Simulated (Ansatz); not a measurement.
# Sc2NO2 monolayer: phonons and vibrational spectra, part 2 of 3

Aim: the vibrations of Sc2NO2 monolayer, their spectra, and whether the structure is stable.

Ansatz 0.2.0; DFT PBEsol, scalar-relativistic, plane waves, PAW.

So far. Step 4 (Relaxing to small forces for the phonons): The largest force component left is 0.030 meV/Å, within the tolerances set.

## 5. Linear response at the zone centre

The zone centre comes first: it holds the modes that light can see, as far as symmetry allows. No field response is asked, since the mesh shows no gap.

input.yaml

```yaml
crystal:
  lattice:
    - [3.2137296885, 0.0, 0.0]
    - [-1.6068648442, 2.7831715512, 0.0]
    - [0.0, 0.0, 32.6]
  atoms:
    - { symbol: "N", position: [0.0, 0.0, 0.3067484663] }
    - { symbol: Sc, position: [0.3333333333, 0.6666666667, 0.3494973856] }
    - { symbol: Sc, position: [0.6666666667, 0.3333333333, 0.263999547] }
    - { symbol: O, position: [0.6666666667, 0.3333333333, 0.3734876001] }
    - { symbol: O, position: [0.3333333333, 0.6666666667, 0.2400093325] }
  periodic: [true, true, false]
kpoints:
  mp_grid: { grid: [12, 12, 1] }
hamiltonian:
  xc: pbesol
scf:
  occupations: { method: methfessel_paxton, width: 0.15 }
output:
  eigenvalues: true
phonons:
  method: dfpt
```

Launch:

```bash
$ ansatz run input.yaml --threads 8 --pin off --max-ram 14336MiB --backend cpu --events-out ev --progress --plain --runs-dir out
```

Numbers of over 12 decimals in the logs are rounded to 6 here.

The log of the run:

```text
Warning: crystal.symmetry: narrowed to the stabiliser of the run's FFT grids — unitary ops 12 → 6. A phonons.method: dfpt run fills in the rows of the dynamical matrix that it does not solve by its symmetry operations, which is exact only for operations that map its FFT grids onto themselves: filled in by any other, the frequencies could depend on the order in which like atoms are typed, or, by more than the grids' own error, on where the crystal sits among the grids' points. Excluded: 6 operations. The run can therefore solve more perturbations, solve them on more k-points, or both, and cost more. [rest of the remark cut]
[...]
Crystal: 5 atoms, lattice volume = 291.586 Å³
Basis set: ecut = 420 eV, 5785 PW (Γ), exchange–correlation on 48×48×450 points (8 copies of the dense FFT grid, shifted against one another)
Bands: 25, of which v1, the nominal top of the filled ones, is band 20 counted from 1 (19 counted from 0)
Symmetry: 12 space group operations
k-points: 43 of 144 (irreducible under 2 space group operations, time reversal used)
[...]
SCF iter   1: F=—  HF=-5730.024819 eV  |F-HF|=—  |Δ(HF+E_count)|=         —  Δρ=8.27e-3  dr2=1.85e-1  ethr=1.77e-3  ⟨swp⟩=9.0  Hψ=6862  notcnv=0
[...]
SCF iter  12: F=-5729.984681 eV  HF=-5729.984681 eV  |F-HF|=1.02e-10  |Δ(HF+E_count)|=  1.26e-10  S|Δr|=    0.00e0  Δρ=1.99e-8  dr2=1.10e-12  ethr=1.00e-12  ⟨swp⟩=18.9  Hψ=7723  notcnv=0
SCF 1 converged in 12 iterations: F = -5729.984681 eV  dr2 = 1.10e-12
[...]
DFPT response loops at Γ: preconditioner auto → none (partly filled bands, converged f_vac=0.774); β = 0.50; Broyden in place of MSR1
SCF converged after 12 iterations
[...]
Free energy (F): -5729.984681 eV
[...]
Internal energy: -5729.984361 eV  (E = F + TS)
E sigma→0 (E₀):  -5729.984601 eV
Entropy (-TS):   -0.000320 eV (-0.064 meV/atom)
Fermi energy:    -7.336019 eV
Step filling:    the computed levels leave a gap of 0.0000 eV = 0.0 smearing widths at the electron count; against every level under it full and every level over it empty, smearing changes F+E_penalty+E_count by -1.090 meV and its σ→0 estimate by -1.010 meV
[...]
--- Band table (eV; the first three rows and the last of 43) ---
  k-point 0: bands = [... 16 lower, -9.2942, -7.3802, -6.7055, -6.7055, -2.6954, -2.6954, -2.5196, -1.8254, ... 1 higher]
  k-point 1: bands = [... 16 lower, -9.2171, -7.2646, -7.0347, -6.8310, -2.7420, -2.5341, -2.5235, -1.8365, ... 1 higher]
  k-point 2: bands = [... 16 lower, -9.0726, -7.7498, -7.1238, -7.0959, -2.9763, -2.3049, -2.1780, -1.7988, ... 1 higher]
  k-point 42: bands = [... 16 lower, -8.9462, -8.0714, -7.9260, -7.8978, -2.8122, -2.0381, -1.7556, -1.7299, ... 1 higher]
--- Phonons (Γ-DFPT): 10 representative perturbations + reference, on 43 of 144 k-points (Σ response iterations 62) ---
  ASR residual: 2.741e-5 → 0.000e0 eV/Å²; symmetrization residual: 1.431e-5 eV/Å²
  The last average, over the group as it would stand without the narrowing to the FFT grids, took up to 1.048e-5 eV/Å² of the zone centre's force constants
  ASR residual per site (eV/Å²): 2.74e-5 2.64e-5 2.32e-5 1.57e-5 1.27e-5
  Γ frequencies (cm⁻¹): 0.00 0.00 0.00 124.85 124.85 205.57 358.47 358.47 408.86 454.86 454.86 478.84 485.18 485.18 527.23
  non-analytic LO–TO correction: not included (Born effective charges unavailable; polar crystals: no LO–TO splitting at Γ)
```

Run time: 65 s. Hardware: 8 threads of Arm Neoverse V2, shared host; peak memory 1.7 GiB.

Reading the cycles: dr2 is the Hartree energy of the density residual (eV), the measure of convergence; HF is the Harris–Foulkes estimate of the energy, which meets the free energy F at convergence.

This step gave:

```
sum-rule residual before enforcement                    : 2.74e-5 eV/Å²
point group                                             : -3m
highest optical mode at the zone centre (no LO-TO term) : 527.2 cm⁻¹
lowest optical zone-centre mode                         : 124.8 cm⁻¹
```

Patterns of degenerate modes are one choice out of their space. The modes at Γ (shares of kinetic energy by element, %):

```
mode  frequency (cm⁻¹)  symmetry  N %  Sc %  O %
   1               0.0  acoustic   10    66   24
   2               0.0  acoustic   10    66   24
   3               0.0  acoustic   10    66   24
   4             124.8        Eg    0    75   25
   5             124.8        Eg    0    75   25
   6             205.6       A1g    0    73   27
   7             358.5        Eu   89    10    1
   8             358.5        Eu   89    10    1
   9             408.9       A2u   33    33   34
  10             454.9        Eg    0    25   75
  11             454.9        Eg    0    25   75
  12             478.8       A1g    0    27   73
  13             485.2        Eu    1    24   76
  14             485.2        Eu    1    24   76
  15             527.2       A2u   57     1   43
```

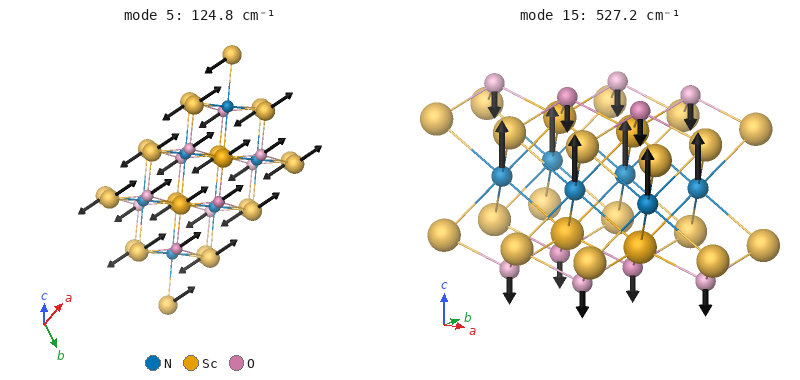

Displacement patterns of modes 5 and 15 at Γ; arrows are exaggerated. 2×1×1 cells are drawn. Some periodic images of atoms are drawn too.

Before it was imposed, the acoustic sum rule was missed by 2.7e-5 eV/Å². Small misses are needed for a sound result but don't prove that mesh and cutoff are converged. The lowest optical mode is real, 125 cm⁻¹.

## 6. The dispersion

Stability and thermal properties need the whole zone. Linear response on a 6×6×1 q mesh gives force constants as far as a supercell of that size would.

Edit input.yaml of step 5 so:

```diff
@@ -22 +22,10 @@
   method: dfpt
+  qmesh: [6, 6, 1]
+  temperatures: { t_max: 1000, t_step: 50 }
+  qpath:
+    path:
+      - [0.0, 0.0, 0.0]
+      - [0.5, 0.0, 0.0]
+      - [0.33333333, 0.33333333, 0.0]
+      - [0.0, 0.0, 0.0]
+    npoints: 10
```

The log of the run:

```text
[...]
Crystal: 5 atoms, lattice volume = 291.586 Å³
Basis set: ecut = 420 eV, 5785 PW (Γ), exchange–correlation on 48×48×450 points (8 copies of the dense FFT grid, shifted against one another)
Bands: 25, of which v1, the nominal top of the filled ones, is band 20 counted from 1 (19 counted from 0)
Symmetry: 12 space group operations
k-points: 19 of 144 (irreducible under 6 space group operations, time reversal used)
[...]
SCF iter   1: F=—  HF=-5730.024825 eV  |F-HF|=—  |Δ(HF+E_count)|=         —  Δρ=8.24e-3  dr2=1.84e-1  ethr=1.77e-3  ⟨swp⟩=9.1  Hψ=3059  notcnv=0
[...]
SCF iter  12: F=-5729.984681 eV  HF=-5729.984681 eV  |F-HF|=5.82e-11  |Δ(HF+E_count)|=  3.80e-10  S|Δr|=    0.00e0  Δρ=1.59e-8  dr2=6.22e-13  ethr=1.00e-12  ⟨swp⟩=19.0  Hψ=3612  notcnv=0
SCF 1 converged in 12 iterations: F = -5729.984681 eV  dr2 = 6.22e-13
[...]
phonons: the bands overlap, so this run is a metal and interpolates without the dipole-dipole term. If the crystal is really an insulator or semiconductor, its LO-TO splitting is missing
NSCF: frozen V_eff on 19 k-points
WARN: eigensolver did not converge (k=4): 1 band(s) unlocked after 2 eigensolves, warm-restarted (20 sweeps on the last) at ethr=1.10e-12 eV (storage-precision floor; scheduled 1.00e-12 eV) (lowest unlocked band 24, counted from 0; max residual 4.60e-4 eV among the unlocked bands, 4.60e-4 eV over every band; other slots of this pass that fall short are told together in one closing line; warning suppressed until the next SCF loop or pass starts)
WARN: eigensolver did not converge in 6 slots of this pass, the one above among them; of largest residual over every band (k=9): 1 band(s) unlocked (lowest unlocked band 24, counted from 0; max residual 6.14e-4 eV among the unlocked bands, 6.14e-4 eV over every band); of lowest unlocked band (k=4): band 24
[...]
DFPT response loops at q = (0, 0, 0) (fractional): preconditioner auto → none (partly filled bands, converged f_vac=0.774); β = 0.50; Broyden in place of MSR1
[...]
SCF converged after 12 iterations
[...]
Free energy (F): -5729.984681 eV
[...]
Internal energy: -5729.984361 eV  (E = F + TS)
E sigma→0 (E₀):  -5729.984601 eV
Entropy (-TS):   -0.000320 eV (-0.064 meV/atom)
Fermi energy:    -7.336019 eV
[...]
--- Band table (eV; the first three rows and the last of 19) ---
  k-point 0: bands = [... 16 lower, -9.2942, -7.3802, -6.7055, -6.7055, -2.6954, -2.6954, -2.5196, -1.8254, ... 1 higher]
  k-point 1: bands = [... 16 lower, -9.2171, -7.2646, -7.0347, -6.8310, -2.7420, -2.5341, -2.5235, -1.8365, ... 1 higher]
  k-point 2: bands = [... 16 lower, -9.0726, -7.7498, -7.1238, -7.0959, -2.9763, -2.3049, -2.1780, -1.7988, ... 1 higher]
  k-point 18: bands = [... 16 lower, -8.9521, -8.7503, -7.8864, -7.8864, -2.7487, -2.0751, -2.0751, -1.7820, ... 1 higher]
--- Phonons (Γ-DFPT): 10 representative perturbations + reference (Σ response iterations 56) ---
  ASR residual: 4.466e-5 → 0.000e0 eV/Å²; symmetrization residual: 1.293e-5 eV/Å²
[...]
ASR residual per site (eV/Å²): 2.08e-5 3.89e-5 4.47e-5 6.79e-6 1.26e-5
[...]
--- Phonons (arbitrary-q DFPT): 7 irreducible q on the 6×6×1 mesh ---
  q = [0.0000, 0.0000, 0.0000] (star 1, of the zone-centre solve; hermiticity 2.09e-6, symmetrization 9.13e-11, taken by the last average 9.86e-7): -0.00 -0.00 0.00 124.85 124.85 205.57 358.47 358.47 408.86 454.86 454.86 478.84 485.18 485.18 527.23
  q = [0.0000, 0.1667, 0.0000] (star 6, 15 solved perturbations on 78 of 144 k-point pairs; hermiticity 2.02e-6, symmetrization 1.08e-10, taken by the last average 8.72e-7): 59.83 87.52 147.72 150.09 193.43 206.80 352.05 358.86 371.35 446.77 458.65 480.58 484.29 496.73 554.93
[...]
q = [0.1667, 0.1667, 0.0000] (star 6, 10 solved perturbations in 1110 linear systems a pass and spin channel, the states on 144 of 144 k-point pairs; hermiticity 1.11e-6, symmetrization 2.32e-10, taken by the last average 7.69e-7): 111.28 163.60 178.00 196.35 231.13 244.11 351.25 355.33 381.86 447.39 464.66 465.62 477.46 509.14 569.62
[...]
sum rule: each row above includes the acoustic sum rule's correction from the zone centre's row sums; it moved no ω² by more than (0.64 cm⁻¹)²
  mesh force constants: q→R imaginary residual 1.14e-18; ASR residual 4.466e-5 → 0.000e0 eV/Å²; symmetrization residual 1.954e-14 eV/Å²
  interpolated dispersion: 31 rows × 15 modes
  density of states and harmonic sums: on the 24×24×1 q-mesh, interpolated from the force constants of a 6×6×1 supercell (no non-analytic term)
  largest difference from the sums on the solved wave vectors: F 1.98e-2 eV, S 2.57e-5 and C_V 5.83e-6 eV/K
  zero-point energy: 0.323679 eV/cell   skipped modes (ω ≤ 0): 4, of them read as no rigid motion or as one in doubt: 1 (1.042e-2 modes/cell left out, lowest -1.17 cm⁻¹)   left out of the sums: 1.04e-3 of the cell's modes: C_V's classical limit lies that fraction below 3 k_B per atom; for a crystal, a wire or a layer, F and S can be off by more, and a phonons.interpolated_qmesh denser along its periods is the remedy for the sampling
```

Run time: 14 min. Hardware: 8 threads; peak memory 2.8 GiB; 1.8 h of CPU time.

This step gave:

| Item | Value |
| --- | --- |
| sum-rule residual before enforcement | 4.47e-5 eV/Å² |
| lowest frequency on the path | 0 cm⁻¹ |
| highest frequency on the path or at a solved wavevector | 585.9 cm⁻¹ |
| mean frequency | 348.1 cm⁻¹ |
| lowest mode on the q mesh (acoustic modes at Γ apart) | 59.83 cm⁻¹ |
| zero-point energy per atom | 64.74 meV |
| heat capacity at 300 K | 19.48 J/(mol atoms K) |
| vibrational entropy at 300 K | 17.84 J/(mol atoms K) |
| edges of the widest gap between branches, on path and mesh | 277.9, 349.1 cm⁻¹ |

Frequencies (cm⁻¹) solved at each irreducible wavevector; negative means imaginary. Frequencies by wavevector, by row:

```
q in reciprocal lattice units  star  mode 1  mode 2  mode 3  mode 4  mode 13  mode 14  mode 15
                        0 0 0     1       0       0       0   124.8    485.2    485.2    527.2
                   0 0.1667 0     6    59.8    87.5   147.7   150.1    484.3    496.7    554.9
                   0 0.3333 0     6   130.1   157.8   190.2   191.8    470.4    524.3    573.4
                     0 -0.5 0     3     172   181.9   194.3   210.1    464.9    530.8    585.9
              0.1667 0.1667 0     6   111.3   163.6     178   196.3    477.5    509.1    569.6
              0.1667 0.3333 0    12   164.2   189.4   214.9   230.3    471.9    535.7    567.1
              0.3333 0.3333 0     2   189.1   189.1   231.4   231.4    479.9    549.6    549.6
```

Interpolated from a 6×6×1 q mesh. Phonon branches along the path, in cm⁻¹:

```
point  branch 1  branch 2  branch 3  branch 4  branch 12  branch 13  branch 14  branch 15
    Γ         0         0         0       125        479        485        485        527
    M       172       182       194       210        461        465        531        586
    K       189       189       231       231        475        480        550        550
    Γ         0         0         0       125        479        485        485        527
```

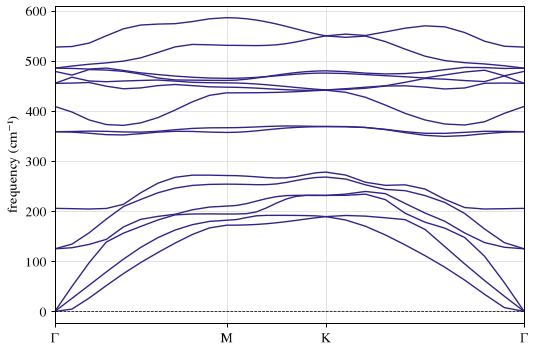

Phonon branches along the path.

The phonon density of states has structure finer than the step of the table below, so its rows give means over 50 cm⁻¹, whole bins alone (the curve runs from -2.5 to 588 cm⁻¹). Peaks (cm⁻¹: height): 192.5: 0.0796, 232.5: 0.0573, 252.5: 0.0667, 357.5: 0.155, 447.5: 0.126, 472.5: 0.122, 532.5: 0.0650.

Tetrahedra on a 24×24×1 mesh, mean over bins of 5 cm-1. Interpolated from a 6×6×1 q mesh. The phonon density of states by wavenumber; means over each step:

```
wavenumber (cm⁻¹)  phonon density of states (1/cm⁻¹/cell)
               50                                 0.00387
              100                                 0.00818
              150                                  0.0241
              200                                  0.0440
              250                                  0.0383
              300                                  7.3e-4
              350                                  0.0425
              400                                  0.0115
              450                                  0.0731
              500                                  0.0218
              550                                  0.0270
```

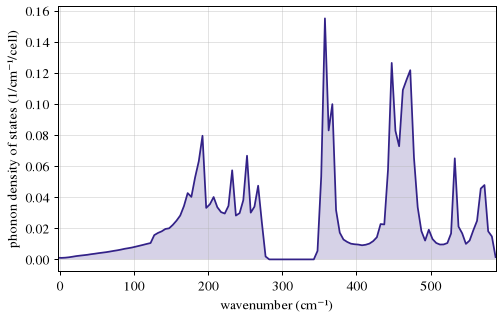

Phonon density of states, plotted against wavenumber.

The partial phonon density of states has structure finer than the step of the table below, so its rows give means over 50 cm⁻¹, whole bins alone (the curve runs from -10 to 613 cm⁻¹). Peaks (cm⁻¹: height): N 358.3: 0.0862, 452.3: 0.0160; O 252.5: 0.0146, 468.0: 0.0824, 530.6: 0.0320, 569.8: 0.0290; Sc 189.8: 0.0535, 232.9: 0.0314, 252.5: 0.0333, 358.3: 0.0114, 448.4: 0.0257.

Phonopy on the run's constants, 21x21x1 mesh, Gaussian sigma 4.4 cm-1. Interpolated from a 6×6×1 q mesh. Partial phonon density of states against wavenumber; means over each step; values in 1/cm⁻¹/cell:

```
wavenumber (cm⁻¹)        N        O       Sc
               50   3.5e-4   8.4e-4  0.00258
              100   5.9e-4  0.00168  0.00614
              150   6.5e-4  0.00446   0.0187
              200   6.2e-4  0.00914   0.0343
              250  0.00106   0.0104   0.0263
              300   9.3e-5   3.3e-4   7.0e-4
              350   0.0334  0.00402  0.00451
              400  0.00620  0.00305  0.00292
              450   0.0103   0.0449   0.0169
              500  0.00103   0.0179  0.00430
              550  0.00454   0.0197  0.00175
```

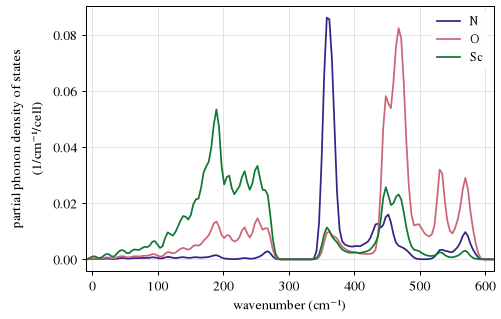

Partial phonon density of states, plotted against wavenumber.

Harmonic thermodynamic functions per atom, from the density of states. Interpolated from a 6×6×1 q mesh. Thermodynamic functions, by row:

```
T (K)  F_vib (meV/atom)  S (J/mol-atom/K)  C_V (J/mol-atom/K)
    0             64.74                 0                   0
  100             63.65             3.331               6.585
  200             56.42             10.77               15.14
  300              41.5             17.84               19.48
  400             19.84             23.76               21.58
  500             -7.42             28.71               22.68
  600            -39.41             32.91               23.33
  700            -75.44             36.54               23.73
  800              -115             39.72                  24
  900            -157.7             42.56               24.19
 1000            -203.1             45.12               24.32
```

Symmetry leaves 7 wavevectors to solve. The lowest mode among them, the acoustic zeros apart, lies at q = (0, 0.167, 0) and is real, 59.8 cm⁻¹.

## 7. Another isotope, element N, natural mass 14.007 amu

An isotope changes the mass and not the force constants, so no new electronic calculation is needed; the shifts show which modes move this element.

(Part 2 of 3 ends here.)

[Logs are printed without paths, hosts, clocks, repeated set-up lines and the standing remarks that a program may print on its own settings, such as how far it seeks lower states.]

[Hosts, paths, dates, database ids (printed as entryN), source tags and the programs' standing remarks are cut or masked in the printed files.]
